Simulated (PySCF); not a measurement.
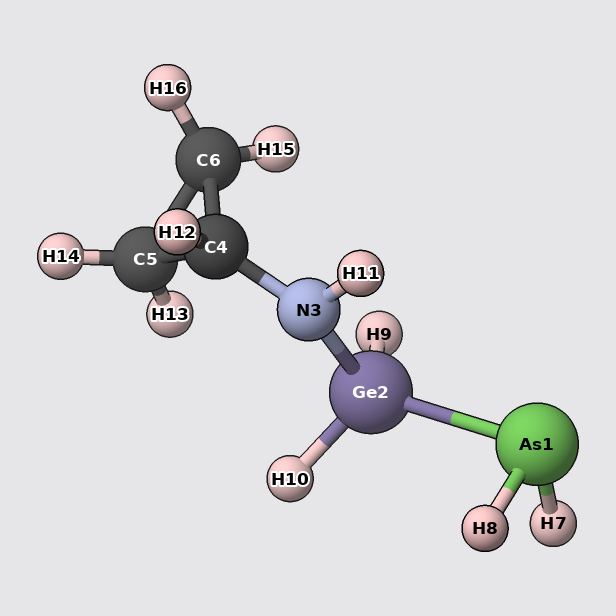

The computed structure is the end point of a GFN2-xTB optimisation. No frequency run is at hand to confirm it as a minimum. Level of theory: B3LYP/pcJ-1 (pcSseg-1 on As) (pcSseg-1 on Ge) indirect spin-spin coupling, non-relativistic, gas phase (PySCF 2.14.0). Isotopes: 13C, 1H, 15N.

Give the spin–spin coupling constants of these pairs, with the number of bonds between them: N3/H10, N3/C6, N3/H14, N3/H7, N3/H15.

```tsv
pair	bonds apart	J (Hz)
N3, H10	2	−9.9
N3, C6	2	0.8
N3, H14	3	−2.4
N3, H7	3	−4.5
N3, H15	3	−2.9
```

The geometry is semi-empirical. Around As, Ge such bond lengths and angles can be off by a tenth of an ångström or more and by several degrees, and values that hang on the shape move with them.
